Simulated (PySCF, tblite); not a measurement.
# CH2BClO3, a small gas-phase stand-in for a defect centre: NMR shifts, core binding energies and electronic excitations, part 2 of 2

tblite 0.8.0 and PySCF 2.14.0. Atoms count from 0, parts from 1. The steps go on from the part before.

## (5) X-ray photoelectron lines: SCAN, X2C

Job settings and geometry (Å):

```
{"job": {"kind": "xps", "holes": 5}, "charge": 0, "multiplicity": 1}
C      1.898168    -0.915239     0.019230
Cl     2.387403     0.878657     0.447753
O      0.657617    -1.009171    -0.143473
B     -0.550153    -0.201849    -0.109829
O     -1.632357    -0.919941    -0.431896
O     -0.543092     1.090393     0.211332
H     -2.438422    -0.392747    -0.414880
H      0.355586     1.428394     0.391540
```

Method: delta-SCF UKS SCAN, pcX-2 on the ionised atom, pcseg-1 elsewhere, spin-free X2C.

Log:

```text
ground state, core basis on atom 0 (C), 129 functions
  cycle   1  E = -751.24522620  |g| = 9.48e-01
  cycle   2  E = -750.83728074  |g| = 1.70e+00
  cycle   3  E = -751.40174314  |g| = 2.05e-01
  cycle   4  E = -751.41120663  |g| = 9.49e-02
  cycle   5  E = -751.41295689  |g| = 2.49e-02
  cycle   6  E = -751.41308217  |g| = 8.11e-03
  cycle   7  E = -751.41308959  |g| = 5.22e-03
  cycle   8  E = -751.41309421  |g| = 1.75e-03
  cycle   9  E = -751.41309445  |g| = 2.61e-04
  E(ground) = -751.43173665 Eh
hole in C 1s of atom 0
  cycle   1  E = -740.01829591  |g| = 1.46e+00
  cycle   2  E = -736.44003968  |g| = 2.85e+00
  cycle   3  E = -740.25342667  |g| = 8.45e-01
  cycle   4  E = -740.43713285  |g| = 5.40e-01
  cycle   5  E = -740.34384605  |g| = 6.66e-01
  cycle   6  E = -740.57051582  |g| = 1.03e-01
  cycle   7  E = -740.57052515  |g| = 1.02e-01
  cycle   8  E = -740.57536133  |g| = 2.72e-02
  cycle   9  E = -740.57575559  |g| = 1.24e-02
  cycle  10  E = -740.57584288  |g| = 9.10e-03
  cycle  11  E = -740.57593742  |g| = 4.43e-03
  cycle  12  E = -740.57596208  |g| = 1.71e-03
  cycle  13  E = -740.57596682  |g| = 5.91e-04
  cycle  14  E = -740.57596613  |g| = 3.43e-04
  E(ion) = -740.59073174 Eh   <S^2> = 0.8881   hole on atom = 1.000   binding energy = 294.999 eV
ground state, core basis on atom 1 (Cl), 140 functions
  cycle   1  E = -751.59435240  |g| = 4.85e-01
  cycle   2  E = -751.59430576  |g| = 5.60e-02
  cycle   3  E = -751.59309059  |g| = 8.62e-02
  cycle   4  E = -751.59450708  |g| = 2.38e-02
  cycle   5  E = -751.59464944  |g| = 3.25e-03
  cycle   6  E = -751.59465050  |g| = 8.88e-04
  cycle   7  E = -751.59464972  |g| = 2.19e-04
  E(ground) = -751.59644068 Eh
hole in Cl 2p of atom 1
  cycle   1  E = -743.52389499  |g| = 1.71e+00
  cycle   2  E = -743.44347536  |g| = 1.34e+00
  cycle   3  E = -743.86018849  |g| = 5.50e-01
  cycle   4  E = -743.96890978  |g| = 2.82e-01
  cycle   5  E = -743.99435935  |g| = 9.95e-02
  cycle   6  E = -743.99936230  |g| = 2.30e-02
  cycle   7  E = -743.99956497  |g| = 8.73e-03
  cycle   8  E = -743.99959965  |g| = 3.03e-03
  cycle   9  E = -743.99960388  |g| = 1.43e-03
  cycle  10  E = -743.99960713  |g| = 7.19e-04
  cycle  11  E = -743.99960802  |g| = 6.54e-04
  cycle  12  E = -743.99960841  |g| = 3.71e-04
  E(ion) = -744.01150419 Eh   <S^2> = 0.7551   hole on atom = 1.001   binding energy = 206.397 eV
  2p3/2 = 205.822 eV   2p1/2 = 207.475 eV
ground state, core basis on atom 2 (O), 129 functions
  cycle   1  E = -751.43773516  |g| = 1.09e-01
  cycle   2  E = -751.43394009  |g| = 1.48e-01
  cycle   3  E = -751.43784099  |g| = 5.80e-02
  cycle   4  E = -751.43856241  |g| = 4.23e-03
  cycle   5  E = -751.43856426  |g| = 2.19e-03
  cycle   6  E = -751.43856520  |g| = 3.74e-04
  E(ground) = -751.45473620 Eh
hole in O 1s of atom 2
  cycle   1  E = -730.72579045  |g| = 2.23e+00
  cycle   2  E = -728.89245966  |g| = 2.73e+00
  cycle   3  E = -730.91145081  |g| = 9.04e-01
  cycle   4  E = -730.67950920  |g| = 1.18e+00
  cycle   5  E = -731.53341881  |g| = 1.83e-01
  cycle   6  E = -731.53011904  |g| = 1.91e-01
  cycle   7  E = -731.54666489  |g| = 3.66e-02
  cycle   8  E = -731.54716507  |g| = 1.93e-02
  cycle   9  E = -731.54733956  |g| = 7.77e-03
  cycle  10  E = -731.54737300  |g| = 1.83e-03
  cycle  11  E = -731.54737391  |g| = 5.02e-04
  cycle  12  E = -731.54737591  |g| = 3.45e-04
  E(ion) = -731.56285078 Eh   <S^2> = 0.7635   hole on atom = 1.000   binding energy = 541.286 eV
ground state, core basis on atom 3 (B), 129 functions
  cycle   1  E = -751.40686499  |g| = 1.16e-01
  cycle   2  E = -751.40097522  |g| = 2.06e-01
  cycle   3  E = -751.40869214  |g| = 3.27e-02
  cycle   4  E = -751.40891870  |g| = 1.30e-02
  cycle   5  E = -751.40895996  |g| = 5.41e-03
  cycle   6  E = -751.40896725  |g| = 6.17e-04
  cycle   7  E = -751.40896642  |g| = 3.24e-04
  E(ground) = -751.42857835 Eh
hole in B 1s of atom 3
  cycle   1  E = -743.68067525  |g| = 1.18e+00
  cycle   2  E = -740.64029300  |g| = 2.47e+00
  cycle   3  E = -743.73088563  |g| = 7.63e-01
  cycle   4  E = -743.97209978  |g| = 4.70e-01
  cycle   5  E = -744.04322600  |g| = 2.03e-01
  cycle   6  E = -744.05672356  |g| = 1.02e-01
  cycle   7  E = -744.06131731  |g| = 2.56e-02
  cycle   8  E = -744.06155501  |g| = 1.51e-02
  cycle   9  E = -744.06164408  |g| = 4.94e-03
  cycle  10  E = -744.06165456  |g| = 2.09e-03
  cycle  11  E = -744.06165744  |g| = 1.73e-03
  cycle  12  E = -744.06165906  |g| = 6.55e-04
  cycle  13  E = -744.06165906  |g| = 2.73e-04
  E(ion) = -744.08019578 Eh   <S^2> = 0.7772   hole on atom = 1.000   binding energy = 199.960 eV
ground state, core basis on atom 4 (O), 129 functions
  cycle   1  E = -751.43693508  |g| = 1.01e-01
  cycle   2  E = -751.43599559  |g| = 8.66e-02
  cycle   3  E = -751.43674139  |g| = 5.63e-02
  cycle   4  E = -751.43728035  |g| = 6.49e-03
  cycle   5  E = -751.43728683  |g| = 9.82e-04
  cycle   6  E = -751.43728799  |g| = 5.77e-04
  cycle   7  E = -751.43728939  |g| = 8.23e-05
  E(ground) = -751.45340746 Eh
hole in O 1s of atom 4
  cycle   1  E = -730.78066356  |g| = 2.21e+00
  cycle   2  E = -728.59878473  |g| = 2.53e+00
  cycle   3  E = -731.13895890  |g| = 9.16e-01
  cycle   4  E = -731.47884531  |g| = 4.85e-01
  cycle   5  E = -731.55054743  |g| = 2.60e-01
  cycle   6  E = -731.57452244  |g| = 6.50e-02
  cycle   7  E = -731.57620319  |g| = 2.72e-02
  cycle   8  E = -731.57646024  |g| = 1.45e-02
  cycle   9  E = -731.57658896  |g| = 3.30e-03
  cycle  10  E = -731.57659350  |g| = 2.19e-03
  cycle  11  E = -731.57659504  |g| = 3.73e-04
  E(ion) = -731.59311011 Eh   <S^2> = 0.7607   hole on atom = 1.000   binding energy = 540.426 eV
```

Run time: 29 s. Hardware: 1 thread of Arm Neoverse V1, shared host; peak memory 0.45 GiB.

The holes in one table. −ε is the ground-state orbital energy:

```
       hole  stands for             environment  ΔSCF (eV; 2p as the shell's mean)  −ε (eV)   ⟨S²⟩
  C1s on C0          C0  carbon bonded to Cl, O                  295.00 (doubtful)    277.6  0.888
Cl2p on Cl1         Cl1    chlorine bonded to C                             206.37    193.6  0.755
  O1s on O2          O2   oxygen bonded to C, B                             541.29    519.6  0.763
  B1s on B3          B3     boron bonded to 3 O                             199.96    183.4  0.777
  O1s on O4          O4   oxygen bonded to B, H                             540.43    518.1  0.761
```

Doubtful: the ion did not converge, its hole moved, or its ⟨S²⟩ is well above 0.75.

With the spin-orbit splitting: Cl1 2p3/2 205.82, 2p1/2 207.48 eV. The table gives each 2p level as the mean over the whole 2p shell (two parts 2p3/2, one part 2p1/2), which differs a little from the single hole in the log.

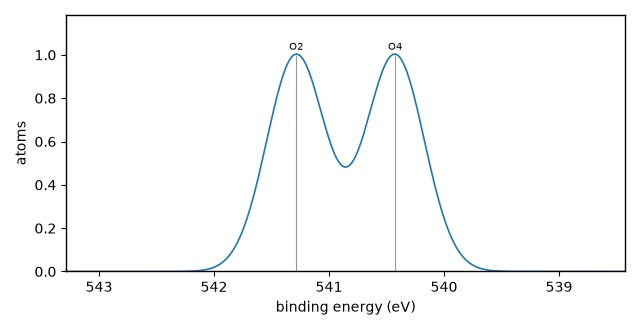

The O1s photoelectron lines, weighted by the number of atoms. Only 2 of the 3 O atoms are covered by sound results. Lines are broadened to a width of 0.60 eV (Gaussian).

## (6) Ultraviolet spectrum: CAM-B3LYP/def2-SVPD

Settings changed since step 5:

```diff
@@ -1,2 +1,2 @@
-{"job": {"kind": "xps", "holes": 5}, "charge": 0, "multiplicity": 1}
+{"job": {"kind": "uv", "xc": "CAM-B3LYP", "basis": "def2-SVPD", "nstates": 6, "ntriplets": 2, "ip": true}, "charge": 0, "multiplicity": 1}
 C      1.898168    -0.915239     0.019230
```

Level: TDDFT CAM-B3LYP/def2-SVPD, vertical, gas phase, core orbitals frozen in the response.

Log:

```text
coarse grid: 8296 points
cycle   1  E = -749.3761931008  dE =  9.414e-01  |g| = 9.684e-01  |ddm| = 3.855e+00
cycle   2  E = -749.2855890626  dE =  9.060e-02  |g| = 1.222e+00  |ddm| = 2.172e+00
cycle   3  E = -749.5657416637  dE = -2.802e-01  |g| = 7.267e-02  |ddm| = 1.110e+00
cycle   4  E = -749.5666334352  dE = -8.918e-04  |g| = 4.585e-02  |ddm| = 1.406e-01
cycle   5  E = -749.5670309319  dE = -3.975e-04  |g| = 1.440e-02  |ddm| = 5.224e-02
cycle   6  E = -749.5670741128  dE = -4.318e-05  |g| = 2.479e-03  |ddm| = 2.079e-02
cycle   7  E = -749.5670768957  dE = -2.783e-06  |g| = 1.020e-03  |ddm| = 7.641e-03
final grid: 78536 points
cycle   8  E = -749.6779554415  dE = -3.396e-05  |g| = 3.022e-03  |ddm| = 4.670e-02
cycle   9  E = -749.6779550957  dE =  3.458e-07  |g| = 3.469e-03  |ddm| = 8.300e-03
cycle  10  E = -749.6779578119  dE = -2.716e-06  |g| = 3.488e-04  |ddm| = 3.912e-03
cycle  11  E = -749.6779578337  dE = -2.189e-08  |g| = 2.775e-04  |ddm| = 6.736e-04
cycle  12  E = -749.6779578491  dE = -1.533e-08  |g| = 4.974e-05  |ddm| = 3.135e-04
cycle  13  E = -749.6779578500  dE = -8.906e-10  |g| = 1.401e-05  |ddm| = 1.064e-04
converged SCF energy = -749.6779578500

Static polarisability (au): isotropic 54.402, principal 38.382 54.139 70.685

Singlet excitations
state   eV       nm        f      main configurations
  1   3.4649    357.8   0.00665   H->L 0.99
  2   5.7224    216.7   0.00005   H-1->L 0.97
  3   5.8045    213.6   0.01817   H-2->L 0.54, H->L+2 0.40
  4   6.7055    184.9   0.22881   H-2->L 0.35, H->L+2 0.35, H->L+1 0.13
  5   6.8959    179.8   0.06199   H->L+1 0.73, H->L+2 0.12
  6   7.6694    161.7   0.00036   H-2->L+2 0.87

Triplet excitations (Tamm-Dancoff, eV): 1.8748 4.5267
Vertical ionisation energy (delta-SCF) = 9.9985 eV
Vertical electron affinity (delta-SCF) = 0.4667 eV
```

Run time: 61 s. Hardware: 1 thread of Arm Neoverse V1, shared host; peak memory 0.72 GiB.

The orbitals next to the gap, with their largest atomic shares:

```
orbital      eV                       atoms
 HOMO−3  -12.07    O5 44 %, O4 40 %, B3 9 %
 HOMO−2  -11.00    Cl1 82 %, C0 8 %, O2 5 %
 HOMO−1  -10.96    Cl1 77 %, O2 8 %, O5 5 %
   HOMO   -8.94  C0 46 %, Cl1 32 %, O2 16 %
   LUMO   -1.22  C0 55 %, O2 23 %, Cl1 12 %
 LUMO+1    0.23   B3 51 %, O4 17 %, H6 12 %
 LUMO+2    0.89   Cl1 50 %, C0 34 %, O2 9 %
```

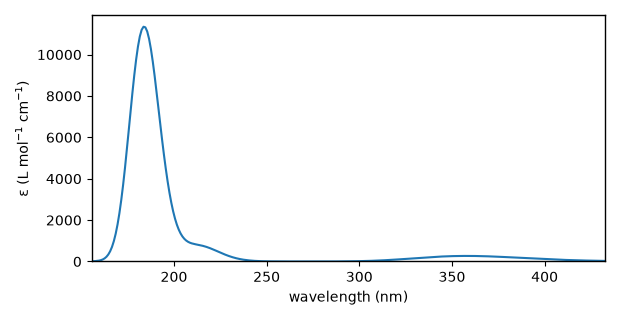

Absorption spectrum: each of the 6 states is a Gaussian band of 0.4 eV half-width at 1/e. Beyond the last state computed it falls off for lack of states.

Further results of this job:

```
           property  computed
  dipole moment (D)      3.07
polarisability (Å³)      8.06
 HOMO–LUMO gap (eV)      7.72
      −ε(HOMO) (eV)      8.94
```

## (7) Summary of results

What follows sums up all 2 parts.

| quantity | value |
| --- | --- |
| rotational constants (main isotopes) | 6.83, 1.80, 1.42 GHz |
| $^{13}$C shifts against TMS (PBE0/pcSseg-2) | 375.0 ppm |
| $^{1}$H shifts against TMS (PBE0/pcSseg-2) | 8.54, 3.97 ppm |
| $^{35}$Cl shifts against HCl (PBE0/pcSseg-2) | 678 ppm |
| $^{17}$O shifts against H2O (PBE0/pcSseg-2) | 438.2, 116.7, 95.9 ppm |
| $^{11}$B shifts against BF3·OEt2 (PBE0/pcSseg-2) | 15.1 ppm |
| O1s binding energies, SCAN/pcX-2 (standing for 2 of 3 atoms) | O2 541.29, O4 540.43 eV |
| Cl2p binding energies, SCAN/pcX-2 | Cl1 206.37 eV |
| B1s binding energies, SCAN/pcX-2 | B3 199.96 eV |
| lowest singlet (CAM-B3LYP/def2-SVPD) | 3.46 eV (358 nm), f = 0.007 |
| brightest single state of those computed | state 4, 6.71 eV, f = 0.229 |
| lowest triplet | 1.87 eV |
| vertical ionisation energy (ΔSCF) | 10.00 eV |
| vertical electron affinity (ΔSCF) | 0.47 eV |

What this shows: The start of the PBE0/def2-SVP relaxation was shaken at random by about 0.01 Å, so part of the energy gained, and of the first lengths quoted, undoes that. Over 13 steps the energy fell by 0.186 eV; of the close pairs, C0–Cl1 changed most, 1.765 to 1.908 Å (PBE0/def2-SVP). No frequency check was run at this level, so the end point may be a saddle. At PBE0/pcSseg-2: The widest tensor belongs to Cl1: span 1440 ppm, with a paramagnetic part of -886 ppm. At SCAN/pcX-2: O2 (oxygen bonded to C, B) binds its O1s electron 0.86 eV more tightly than O4 (oxygen bonded to B, H). Only 2 of the 3 O atoms are covered by sound results. The first singlet state (HOMO→LUMO 0.99) lies at 3.46 eV and is weak; of the 6 states computed, the strongest absorption comes from state 4 at 6.71 eV. The lowest triplet lies 1.59 eV below the lowest singlet (triplets in Tamm-Dancoff, singlets in full TDDFT). The orbital energy would give 8.94 eV for ionisation, ΔSCF gives 10.00 eV.
